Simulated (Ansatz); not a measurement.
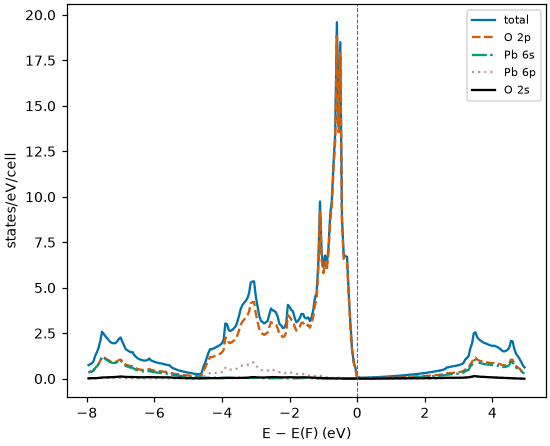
Fig. 1. Total and projected density of states of PbO2 (rutile, P4_2/mnm), plane-wave PAW r²SCAN (Ansatz code)

Which orbitals carry the states next to the Fermi level?

Within 0.5 eV of the Fermi level: O 2p 96 %. Projections are on Löwdin-orthogonalised atomic valence shells; empty p or d shells of many metals are not among them.

Where is the tallest occupied peak in this window, and what makes it?

Near -0.6 eV, about 20 states/eV per cell; the largest projected share is O 2p.

Symmetry was held in the r²SCAN relaxation. A small band overlap can be real or an error of a semilocal functional. Spin–orbit coupling is left out wherever it is not named.

Potentials: the later of the program's two PAW sets.
